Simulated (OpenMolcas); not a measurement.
**BNH3Cl (SMILES NBCl): a chain of runs**

We compute a single-point energy (HF/ANO-R0), then a single-point energy (CASSCF(2,2)/ANO-R1), then an energy scan (CASPT2(2,2)/ANO-R1), then the energy along one coordinate (SC-NEVPT2(2,2)/ANO-R1), then the energy along one coordinate (MC-PDFT[tPBE](2,2)/ANO-R1) of BNH3Cl. 

The calculation is run with OpenMolcas 26.06.

## (1) Starting point

BNH3Cl: 6 atoms, total charge 0, spin state singlet. As SMILES, `NBCl`. The shape is that of a PBE0-D4/def2-TZVP optimisation.

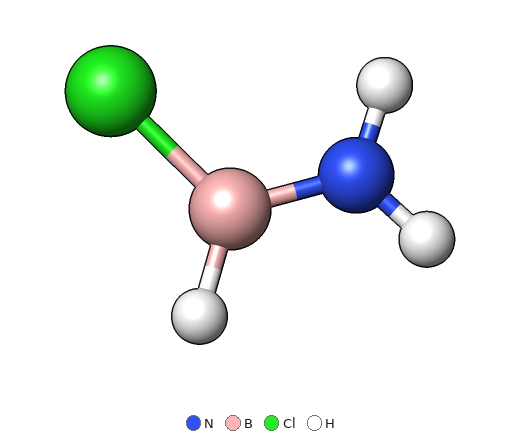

The structure, seen from a chosen angle (nitrogen blue, boron pink, chlorine green, hydrogen white).

## (2) A single-point energy at HF/ANO-R0 (sfX2C) (run 1)

Input file coord.xyz:

```xyz
6

N     -0.395600    -0.007800    -0.658000
B      0.369600    -0.158900     0.483700
Cl     0.529900     1.189300     1.616000
H     -0.511800    -0.749300    -1.326600
H     -0.878600     0.844500    -0.888200
H      0.928800    -1.181900     0.727100
```

Input file step1.input:

```
&gateway
 coord=coord.xyz
 basis=ANO-R0
 group=NoSym

&seward

&scf
 prorbitals=0

&localisation
 occupied
 freeze
 pipek-mezey

&localisation
 fileorb=$Project.LocOrb
 virtual
 pipek-mezey
```

On the command line:

```
export MOLCAS_MEM=1860
pymolcas step1.input > step1.log
```

Standard output:

```text
--- Start Module: gateway ---
[...]
--- Stop Module: gateway /rc=_RC_ALL_IS_WELL_ ---
[...]
      Basis functions           22
[...]
       Convergence after  11 Iterations
[...]
::    Total SCF energy                               -541.5328870270
[...]
      Total spin, S                                     0.0000000000
[...]
      Total electronic charge=   32.000000
      Total            charge=   -0.000000
[...]
      Dipole Moment (debye):
      Origin of the operator (angstrom)=    0.2634    0.6132    0.8114
                   X= -1.5414E+00               Y= -5.5402E-02               Z= -2.5323E+00           Total=  2.9651E+00
      Quadrupole Moment (debye*angstrom):
[...]
--- Start Module: localisation ---
[...]
--- Stop Module: localisation /rc=_RC_ALL_IS_WELL_ ---
--- Start Module: localisation ---
[...]
--- Stop Module: localisation /rc=_RC_ALL_IS_WELL_ ---
[...]
```

Wall time 2.1 s (1 thread of Arm Neoverse V2, shared host); peak memory 0.38 GiB.

## (3) The energy at CASSCF(2,2)/ANO-R1 (sfX2C) (run 2)

coord.xyz is that of step 2.

Input file step2.input:

```
&GATEWAY
  Coord = coord.xyz
  Basis = ANO-R0
  Group = NoSym

&SEWARD

&RASSCF
  FileOrb = $CurrDir/step1.LocOrb
  Alter = 2
  1 14 16
  1 17 20
  Spin = 1
  Nactel = 2 0 0
  Inactive = 15
  Ras2 = 2
  OrbListing = Nothing
>>> COPY $Project.RunFile RUNFIL1
>>> COPY $Project.RasOrb INPORB

&GATEWAY
  Coord = coord.xyz
  Basis = ANO-R1
  Group = NoSym

&SEWARD
>>> COPY $Project.RunFile RUNFIL2

&EXPBAS

&RASSCF
  FileOrb = $Project.ExpOrb
  Spin = 1
  Nactel = 2 0 0
  Inactive = 15
  Ras2 = 2
  OrbListing = Nothing
  OrbAppear = Compact
```

On the command line:

```
export MOLCAS_MEM=1860
pymolcas step2.input > step2.log
```

Standard output:

```text
--- Start Module: gateway ---
[...]
--- Stop Module: gateway /rc=_RC_ALL_IS_WELL_ ---
[...]
      Basis functions           22
[...]
      Number of active orbitals                  2
[...]
      Spin quantum number                      0.0
[...]
      Active orbitals                            2
[...]
      Number of CSFs                             3
[...]
      Number of root(s) required                 1
[...]
      Convergence after 11 iterations
[...]
      printout of CI-coefficients larger than  0.05 for root  1
      energy=    -541.541995
      conf/sym  11     Coeff  Weight
             1  20   0.99636 0.99273
             3  02  -0.08529 0.00727
      Natural orbitals and occupation numbers for root  1
      sym 1:   1.985451   0.014549
      ************************************************************************************************************************
      *                                                    Final results                                                     *
[...]
::    RASSCF root number  1 Total energy:   -541.54199461
[...]
      Basis functions           61
[...]
--- Start Module: expbas ---
[...]
--- Stop Module: expbas /rc=_RC_ALL_IS_WELL_ ---
--- Start Module: rasscf ---
[...]
      Convergence after 21 iterations
[...]
      Natural orbitals and occupation numbers for root  1
      sym 1:   1.983715   0.016285
      ************************************************************************************************************************
      *                                                    Final results                                                     *
[...]
::    RASSCF root number  1 Total energy:   -541.97242269
[...]
      Total electronic charge=   32.000000
      Total            charge=   -0.000000
[...]
      Dipole Moment (debye):
      Origin of the operator (angstrom)=    0.2634    0.6132    0.8114
                   X= -1.0693E+00               Y= -7.4820E-01               Z= -2.2161E+00           Total=  2.5718E+00
      Quadrupole Moment (debye*angstrom):
[...]
--- Stop Module: rasscf /rc=_RC_ALL_IS_WELL_ ---
[...]
```

Run time: 8.1 s. Hardware: 1 thread of Arm Neoverse V2, shared host; peak memory 0.41 GiB.

## (4) The energy along one coordinate at CASPT2(2,2)/ANO-R1 (sfX2C, ipea shift 0.25 Eh, pt2 variant SS) (run 3)

Input file step3.input:

```
* BClH3N CASPT2
>>> COPY $CurrDir/step2.RasOrb $Project.RasOrb
>>> ForEach K in (1, 2, 3, 4, 5, 6, 7, 8, 9)

&GATEWAY
 Coord = $CurrDir/point$K.xyz
 Basis = ANO-R1
 Group = NoSym

&SEWARD

&RASSCF
 FileOrb = $Project.RasOrb
 Spin = 1
 Nactel = 2 0 0
 Inactive = 15
 Ras2 = 2
 OrbListing = Nothing
 OrbAppear = Compact

&CASPT2
 Imaginary = 0.2
 Frozen = 7
>>> EndDo
```

On the command line:

```
export MOLCAS_MEM=1860
pymolcas step3.input > step3.log
```

Standard output, shortened:

```text
[...]
      Basis functions           61
[...]
      Number of active orbitals                  2
[...]
      Spin quantum number                      0.0
[...]
      Active orbitals                            2
[...]
      Number of CSFs                             3
[...]
      Number of root(s) required                 1
[...]
      Convergence after 14 iterations
[...]
      Natural orbitals and occupation numbers for root  1
      sym 1:   1.987816   0.012184
      ************************************************************************************************************************
      *                                                    Final results                                                     *
[...]
::    RASSCF root number  1 Total energy:   -541.94775906
[...]
      E2 (Variational):          -0.3948983527
[...]
::    CASPT2 Root  1     Total energy:   -542.34265742
[...]
      Convergence after 13 iterations
[...]
      Natural orbitals and occupation numbers for root  1
      sym 1:   1.983711   0.016289
      ************************************************************************************************************************
      *                                                    Final results                                                     *
[...]
      Convergence after 14 iterations
[...]
      Natural orbitals and occupation numbers for root  1
      sym 1:   1.813715   0.186285
      ************************************************************************************************************************
      *                                                    Final results                                                     *
[...]
      Convergence after 17 iterations
[...]
      Natural orbitals and occupation numbers for root  1
      sym 1:   1.547601   0.452399
      ************************************************************************************************************************
      *                                                    Final results                                                     *
[...]
      Convergence after 19 iterations
[...]
::    RASSCF root number  1 Total energy:   -541.80823610
[...]
::    CASPT2 Root  1     Total energy:   -542.17522480
[...]
      Convergence after 18 iterations
[...]
::    RASSCF root number  1 Total energy:   -541.80597077
[...]
      E2 (Variational):          -0.3656989471
[...]
::    CASPT2 Root  1     Total energy:   -542.17166972
[...]
```

It took 48 s on 1 thread of Arm Neoverse V2, shared host; peak memory 0.41 GiB.

The scan, from its lowest point:

| Cl3–B2 (Å) | energy (kJ/mol) |
| --- | --- |
| 1.591 | 54.8 |
| 1.768 | 0.0 |
| 1.945 | 23.2 |
| 2.210 | 110.7 |
| 2.563 | 238.2 |
| 3.005 | 363.0 |
| 3.536 | 453.0 |
| 4.243 | 494.4 |
| 5.304 | 503.7 |

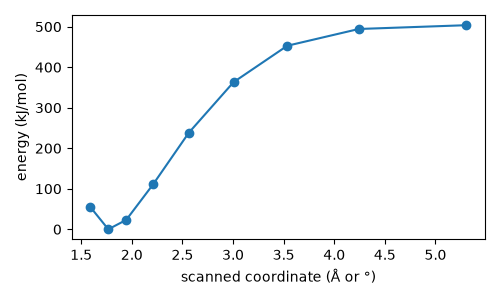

Energy along the scan.

## (5) The energy along one coordinate at SC-NEVPT2(2,2)/ANO-R1 (sfX2C, pt2 variant SC-NEVPT2) (run 4)

Input file step4.input:

```
* BClH3N NEVPT2
>>> EXPORT MOLCAS_PRINT=2
>>> COPY $CurrDir/step2.RasOrb $Project.RasOrb
>>> ForEach K in (1, 2, 3, 4, 5, 6, 7, 8, 9)

&GATEWAY
 Coord=$CurrDir/point$K.xyz
 Basis=ANO-R1
 Group=NoSym

&SEWARD

&RASSCF
 FileOrb=$Project.RasOrb
 Spin=1
 Nactel=2 0 0
 Inactive=15
 Ras2=2
 OrbListing=Nothing
 OrbAppear=Compact

&CASPT2
 SC-NEVPT2
 Frozen=7
>>> EndDo
```

On the command line:

```
export MOLCAS_MEM=1860
pymolcas step4.input > step4.log
```

Standard output, shortened:

```text
[...]
      Basis functions           61
[...]
      Number of active orbitals                  2
[...]
      Spin quantum number                      0.0
[...]
      Active orbitals                            2
[...]
      Number of CSFs                             3
[...]
      Number of root(s) required                 1
[...]
      Convergence after 14 iterations
[...]
      Natural orbitals and occupation numbers for root  1
      sym 1:   1.987816   0.012184
      ************************************************************************************************************************
      *                                                    Final results                                                     *
[...]
::    RASSCF root number  1 Total energy:   -541.94775906
[...]
      E2 (Variational):          -0.3967852909
[...]
::    SC-NEVPT2 Root  1     Total energy:   -542.34450267
[...]
      Convergence after 13 iterations
[...]
      Natural orbitals and occupation numbers for root  1
      sym 1:   1.983711   0.016289
      ************************************************************************************************************************
      *                                                    Final results                                                     *
[...]
      Convergence after 14 iterations
[...]
      Natural orbitals and occupation numbers for root  1
      sym 1:   1.813715   0.186285
      ************************************************************************************************************************
      *                                                    Final results                                                     *
[...]
      Convergence after 17 iterations
[...]
      Natural orbitals and occupation numbers for root  1
      sym 1:   1.547601   0.452399
      ************************************************************************************************************************
      *                                                    Final results                                                     *
[...]
      Convergence after 19 iterations
[...]
::    RASSCF root number  1 Total energy:   -541.80823610
[...]
::    SC-NEVPT2 Root  1     Total energy:   -542.17244211
[...]
      Convergence after 18 iterations
[...]
::    RASSCF root number  1 Total energy:   -541.80597077
[...]
      E2 (Variational):          -0.3630544824
[...]
::    SC-NEVPT2 Root  1     Total energy:   -542.16902525
[...]
```

It took 47 s on 1 thread of Arm Neoverse V2, shared host; peak memory 0.41 GiB.

The scan, from its lowest point:

| Cl3–B2 (Å) | energy (kJ/mol) |
| --- | --- |
| 1.591 | 55.0 |
| 1.768 | 0.0 |
| 1.945 | 26.0 |
| 2.210 | 113.4 |
| 2.563 | 241.5 |
| 3.005 | 369.7 |
| 3.536 | 464.5 |
| 4.243 | 506.8 |
| 5.304 | 515.8 |

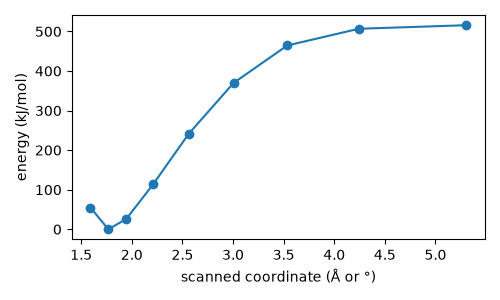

Energy along the scan.

## (6) An energy scan at MC-PDFT[tPBE](2,2)/ANO-R1 (sfX2C) (run 5)

Input file step5.input:

```
>>> COPY $CurrDir/step2.RasOrb $Project.RasOrb
>>> ForEach K in (1, 2, 3, 4, 5, 6, 7, 8, 9)
&GATEWAY
COORD=$CurrDir/point$K.xyz
BASIS=ANO-R1
GROUP=NoSym
&SEWARD
&RASSCF
FILEORB=$Project.RasOrb
SPIN=1
NACTEL=2 0 0
INACTIVE=15
RAS2=2
ORBLISTING=Nothing
ORBAPPEAR=Compact
&MCPDFT
KSDFT=T:PBE
>>> EndDo
```

On the command line:

```
export MOLCAS_MEM=1860
pymolcas step5.input > step5.log
```

Standard output, shortened:

```text
--- Start Module: gateway ---
[...]
      Basis functions           61
[...]
      Number of active orbitals                  2
[...]
      Spin quantum number                      0.0
[...]
      Active orbitals                            2
[...]
      Number of CSFs                             3
[...]
      Number of root(s) required                 1
[...]
      Convergence after 14 iterations
[...]
      Natural orbitals and occupation numbers for root  1
      sym 1:   1.987816   0.012184
      ************************************************************************************************************************
      *                                                    Final results                                                     *
[...]
::    RASSCF root number  1 Total energy:   -541.94775906
[...]
::    MCPDFT root number  1 Total energy:   -542.84675502
[...]
      Convergence after 13 iterations
[...]
      Natural orbitals and occupation numbers for root  1
      sym 1:   1.983711   0.016289
      ************************************************************************************************************************
      *                                                    Final results                                                     *
[...]
      Convergence after 14 iterations
[...]
      Natural orbitals and occupation numbers for root  1
      sym 1:   1.813715   0.186285
      ************************************************************************************************************************
      *                                                    Final results                                                     *
[...]
      Convergence after 17 iterations
[...]
      Natural orbitals and occupation numbers for root  1
      sym 1:   1.547601   0.452399
      ************************************************************************************************************************
      *                                                    Final results                                                     *
[...]
      Convergence after 19 iterations
[...]
::    RASSCF root number  1 Total energy:   -541.80823610
[...]
::    MCPDFT root number  1 Total energy:   -542.67068488
[...]
      Convergence after 18 iterations
[...]
::    RASSCF root number  1 Total energy:   -541.80597077
[...]
      Total electronic charge=   32.000000
      Total            charge=   -0.000000
[...]
::    MCPDFT root number  1 Total energy:   -542.66579620
[...]
```

It took 52 s on 1 thread of Arm Neoverse V2, shared host; peak memory 0.41 GiB.

The scan, from its lowest point:

| Cl3–B2 (Å) | energy (kJ/mol) |
| --- | --- |
| 1.591 | 54.2 |
| 1.768 | 0.0 |
| 1.945 | 19.6 |
| 2.210 | 99.0 |
| 2.563 | 216.9 |
| 3.005 | 339.3 |
| 3.536 | 451.7 |
| 4.243 | 516.5 |
| 5.304 | 529.3 |

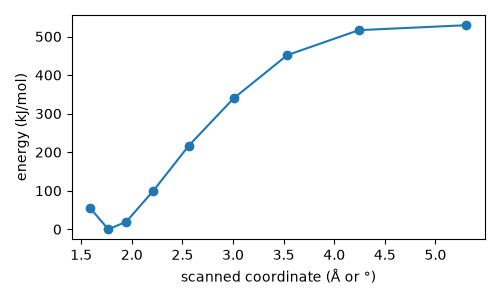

Energy along the scan.

## (7) What came out

| quantity | value |
| --- | --- |
| run 1, HF/ANO-R0: total energy | -541.53289 Eh |
| run 1, HF/ANO-R0: dipole moment | 2.97 D |
| run 1, HF/ANO-R0: HOMO energy | -11.39 eV |
| run 1, HF/ANO-R0: LUMO energy | 4.28 eV |
| run 1, HF/ANO-R0: HOMO–LUMO gap | 15.68 eV |
| run 2, CASSCF(2,2)/ANO-R1: total energy | -541.97242 Eh |
| run 2, CASSCF(2,2)/ANO-R1: dipole moment (CASSCF density) | 2.57 D |
| run 3, CASPT2(2,2)/ANO-R1: lowest energy of the scan | -542.36351 Eh |
| run 4, SC-NEVPT2(2,2)/ANO-R1: lowest energy of the scan | -542.36547 Eh |
| run 5, MC-PDFT[tPBE](2,2)/ANO-R1: lowest energy of the scan | -542.86740 Eh |

What this shows: Mulliken charges (run 2, CASSCF(2,2)/ANO-R1) run from -0.33 on N1 to +0.17 on H4.
